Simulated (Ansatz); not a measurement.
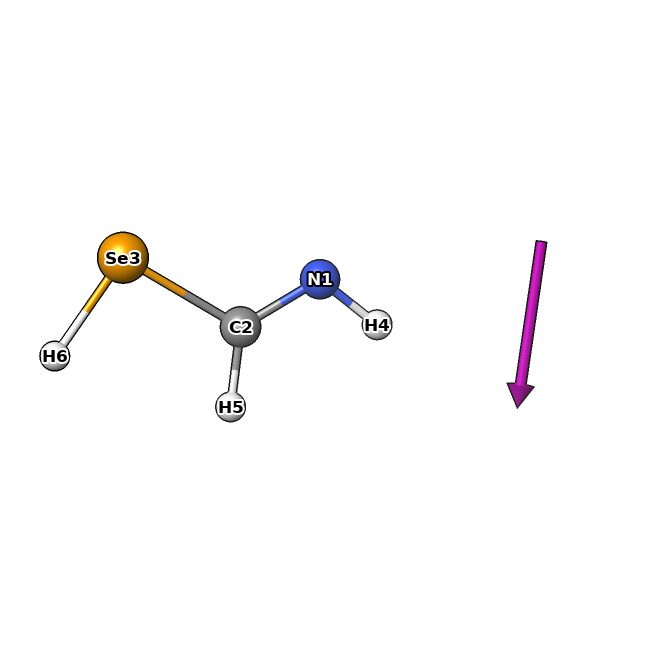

The arrow beside the molecule shows the direction of the dipole moment, from the negative to the positive end (its length means nothing). Geometry: relaxed with PBE0-D4/def2-TZVP with one coordinate held away from its value at the minimum. Method: RKS PBE0-D4/def2-TZVP (Ansatz 0.2.0).

Q: Estimate the dipole moment.

A: 2.56 D; it points from the side of N1, Se3 to the side of H5 (the outermost atoms at the two ends).
